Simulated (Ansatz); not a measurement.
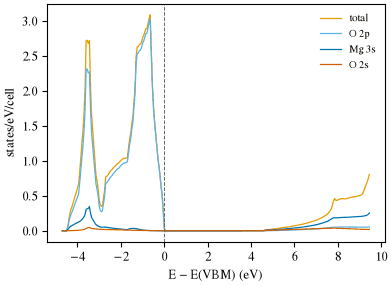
*Total and projected density of states of MgO (rock salt, Fm-3m), the program Ansatz at the PBE level (PAW)*

Q: Which orbitals carry the states next to the gap?

A: Top 1 eV of the valence band: O 2p 98 %. Bottom 1 eV of the conduction band: Mg 3s 55 %, O 2s 34 %, O 2p 9 %. Projections are on Löwdin-orthogonalised atomic valence shells; empty p or d shells of many metals are not among them.

Q: Where is the tallest occupied peak in this window, and what makes it?

A: Near -0.6 eV, about 3.1 states/eV per cell; the largest projected share is O 2p.

The PBE relaxation kept the symmetry of its start.

Potentials: the later of the program's two PAW sets.
